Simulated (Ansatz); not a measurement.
# Calculations on CH5OSi

### Relaxation

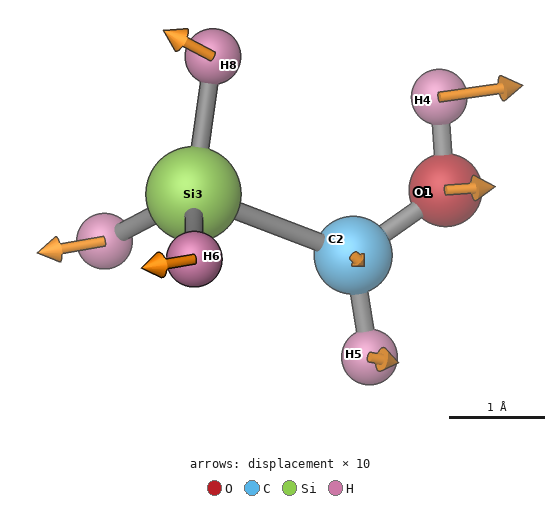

This is a relaxation of CH5OSi (charge +1). The starting structure is drawn; orange arrows show the displacements, 10 times their true length. The two geometries are superimposed by the best rigid fit.

Style: ball-and-stick. Shown at a tilt.

The run prepares an end point of a later path (torsion) calculation, from a guessed geometry.

Level of theory: RKS B3LYP-D4/6-31G in Ansatz.

Input
```yaml
crystal:
  periodic: [false, false, false]
  atoms:
    - { symbol: O, position_ang: [-1.21773, 0.20119, -1.2992] }
    - { symbol: C, position_ang: [-0.20231, 0.56643, -0.6788] }
    - { symbol: Si, position_ang: [0.62578, -0.31441, 0.85334] }
    - { symbol: H, position_ang: [-1.66969, -0.62061, -0.99633] }
    - { symbol: H, position_ang: [0.22382, 1.4876, -1.09043] }
    - { symbol: H, position_ang: [0.55422, 0.75257, 1.84449] }
    - { symbol: H, position_ang: [1.94193, -0.61026, 0.2979] }
    - { symbol: H, position_ang: [-0.25603, -1.46251, 1.06902] }
total_charge: 1
basis:
  gaussian: { orbitals: "6-31G" }
hamiltonian:
  xc: b3lyp
  dispersion: d4
relax:
  f_tol: 0.015
  max_steps: 40
```

Run as
```bash
ansatz run input.yaml --threads 1 --pin off --max-ram 2048MiB --backend cpu --events-out ev --progress --plain --runs-dir out
```

Q: Atoms of which element are displaced furthest, and by how much?

A: Hydrogen: up to 0.095 Å, against 0.057 Å for oxygen.

Q: Describe the change and its energy.

A: The energy falls by 11.0 kJ/mol in 4 accepted moves (5 points after the start). Largest force component: 2.3 eV/Å at the start, 0.0051 eV/Å at the end. The line search rejected the trial step at point 3 of the run. The atom that moves furthest after the best rigid fit is H4 (0.095 Å). By element the largest moves are H 0.095 Å, O 0.057 Å, C 0.019 Å, Si 0.007 Å. Some distances before and after: O1–C2 1.245 → 1.289 Å, Si3–H6 1.458 → 1.491 Å, C2–Si3 1.952 → 1.973 Å, O1–H4 0.986 → 0.991 Å. Bond angles that change, for instance: H6–Si3–H7 116.8° → 114.0°, C2–Si3–H7 100.1° → 102.3°, C2–Si3–H8 102.4° → 104.6°.

Limits of the set-up: the basis has no polarisation functions, which atoms past neon need.

### Relaxation

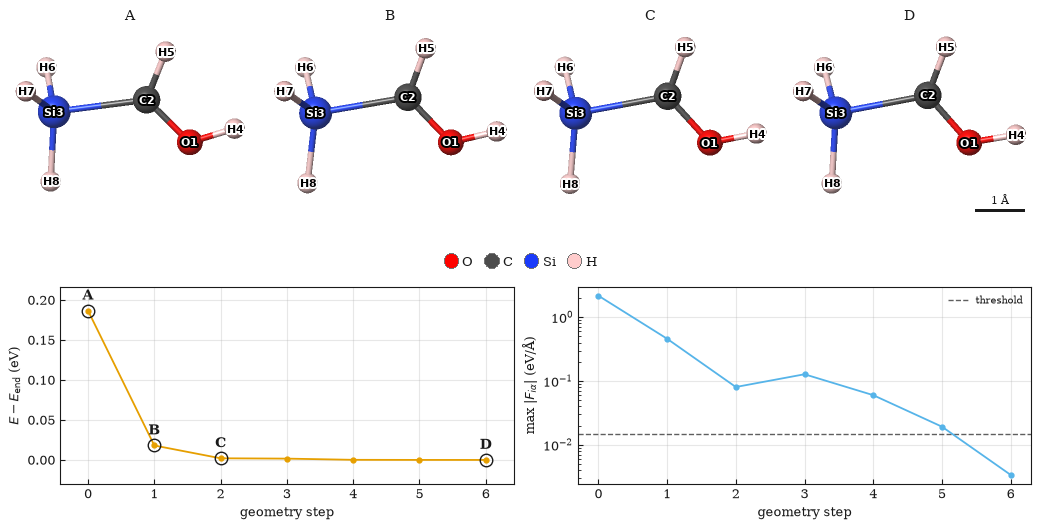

Frames of a relaxation of CH5OSi (charge +1), marked on the history of the run. A ball-and-stick model, seen at a tilt.

The run prepares an end point of a later path (torsion) calculation, from a guessed geometry.

Computed with RKS B3LYP-D4/6-31G in Ansatz. Set-up: no spin polarisation; force threshold 0.015 eV/Å; at most 40 steps.

What happens along the run?

The largest move after the best rigid fit is that of H4, 0.13 Å. Largest moves by element: H 0.13 Å, C 0.10 Å, Si 0.04 Å, O 0.01 Å. Near-neighbour distances that change, for instance: O1–C2 1.245 → 1.289 Å, Si3–H6 1.458 → 1.494 Å, Si3–H8 1.464 → 1.484 Å, C2–Si3 1.952 → 1.964 Å. Bond angles that change, for instance: O1–C2–Si3 127.2° → 119.5°, O1–C2–H5 112.1° → 117.5°, H6–Si3–H7 116.8° → 112.3°. The energy falls by 0.187 eV in 6 geometry steps. Largest force component: 2.2 eV/Å at the start, 0.0034 eV/Å at the end. From step 0 to 1: H atoms move most (0.08 Å), energy −0.169 eV. From step 1 to 2: H8 moves most (0.05 Å), energy −0.016 eV. From step 2 to 6: H8 moves most (0.04 Å), energy −0.002 eV.

| step | E − E(0), eV | largest force component, eV/Å |
| --- | --- | --- |
| 0 | 0.0000 | 2.1707 |
| 1 | -0.1686 | 0.4594 |
| 2 | -0.1847 | 0.0805 |
| 3 | -0.1851 | 0.1276 |
| 4 | -0.1866 | 0.0600 |
| 5 | -0.1867 | 0.0193 |
| 6 | -0.1867 | 0.0034 |

Limits of the set-up: the basis has no polarisation functions, which atoms past neon need.

### Path

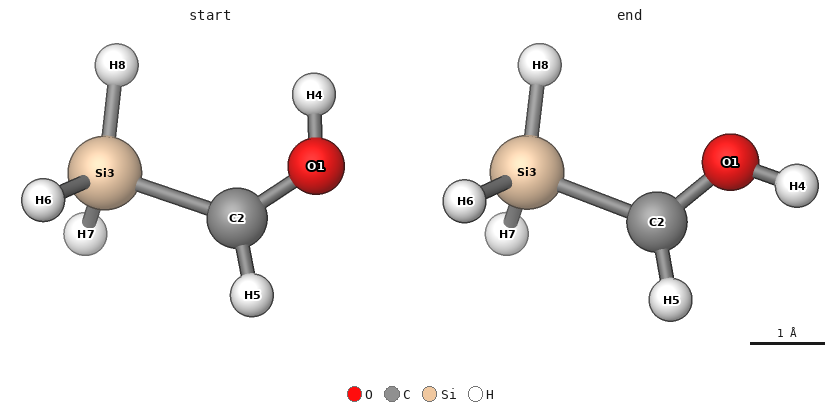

The two relaxed end points of a path for CH₅OSi (charge +1). Style: ball-and-stick. Shown at a tilt.

These are results of Ansatz 0.2.0, RKS B3LYP-D4/6-31G, not measurements.

Run with 7 movable images; climbing image; force threshold 0.05 eV/Å; iteration limit 60.

Start:
```xyz
8

O    -1.2576    0.2107   -1.3386
C    -0.2043    0.5787   -0.6933
Si    0.6320   -0.3132    0.8547
H    -1.7388   -0.6106   -1.0613
H     0.2064    1.4980   -1.1211
H     0.5948    0.7525    1.8970
H     2.0003   -0.6180    0.3461
H    -0.2327   -1.4981    1.1166
```

End:
```xyz
8

O    -1.3249   -0.2184   -1.0286
C    -0.2764    0.3942   -0.5959
Si    0.7049   -0.3347    0.9419
H    -1.8346    0.1323   -1.8053
H     0.0268    1.3124   -1.1174
H     0.6719    0.8163    1.8933
H     2.0624   -0.5470    0.3550
H    -0.0301   -1.5549    1.3569
```

What barrier does the band find between them, and by what path?

Answer. The barrier is about 0.75 eV in both directions, with image 4 at the top; the ends have nearly the same energy. The motion is an in-plane inversion: the angle C2–O1–H4 opens from 120° to 179° on the way and closes on the other side (121° at the end). No bond forms or breaks between the ends. Among the angles between lasting bonds that change up to the highest image: C2–O1–H4 119.6° → 178.8°, O1–C2–H5 110.6° → 114.3°. The band converged in 19 iterations, with a climbing image at the top. At the top, the vibrational analysis gives one imaginary mode (1034i cm⁻¹), as a transition state must have.

Energies of the converged images:

```tsv
image	path (Å)	E (eV)
0	0.00	0.000
1	0.24	0.016
2	0.47	0.113
3	0.71	0.468
4	0.95	0.748
5	1.16	0.529
6	1.36	0.181
7	1.57	0.023
8	1.77	0.003
```

The geometry at the top of the path:

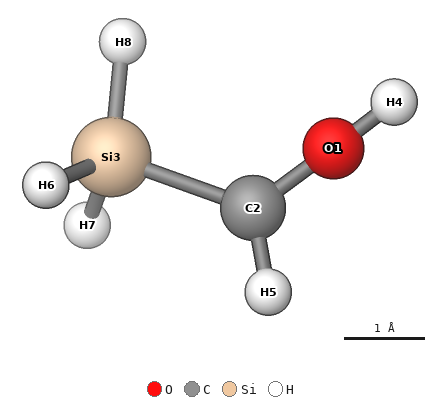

Limits of the set-up: the basis has no polarisation functions, which atoms past neon need.
